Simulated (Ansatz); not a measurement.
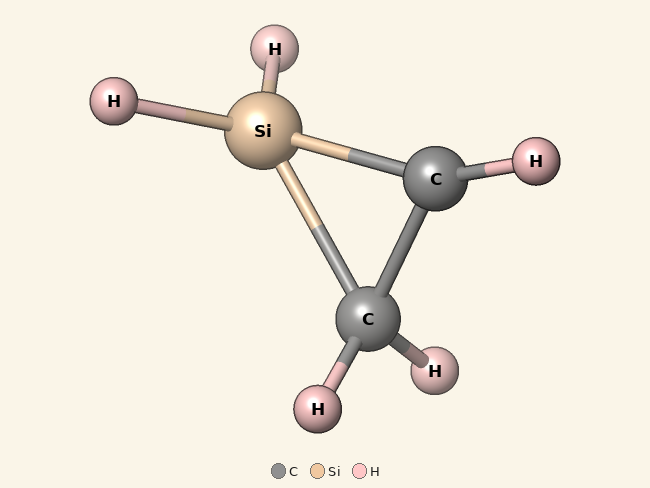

Depth is shown by fading: the farther an atom, the more it takes the colour of the background. Charge 0, doublet. Computed geometry: PBE0-D4/def2-TZVP optimisation. No frequency run is at hand to confirm it as a minimum.

### Which symmetry elements does this geometry have?

It has 1 mirror plane, so the point group is Cs. The group has 2 operations. The geometry is achiral, and symmetry allows a dipole moment.
